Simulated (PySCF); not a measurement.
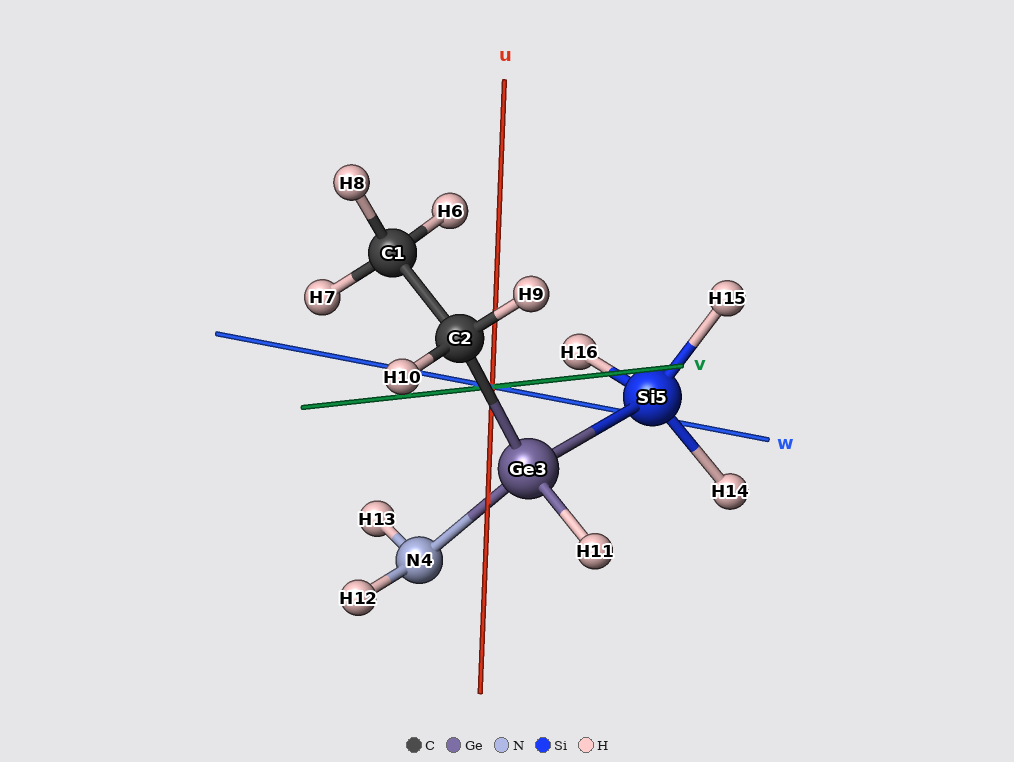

The lines u, v and w are the principal axes of the static dipole polarisability. The geometry was computed by an optimisation with PBE0-D3(BJ)/def2-SVP. No frequency run is at hand to confirm it as a minimum. Method: PBE0/def2-SVPD in cyclohexane (IEF-PCM) (PySCF 2.14.0).

Along which axis is the molecule most polarisable, and along which least?

Answer. Most along w, least along v.

Give the three principal values.

Answer. u 108.3, v 98.6, w 120.3 bohr³; mean 109.1, anisotropy 18.8 bohr³.
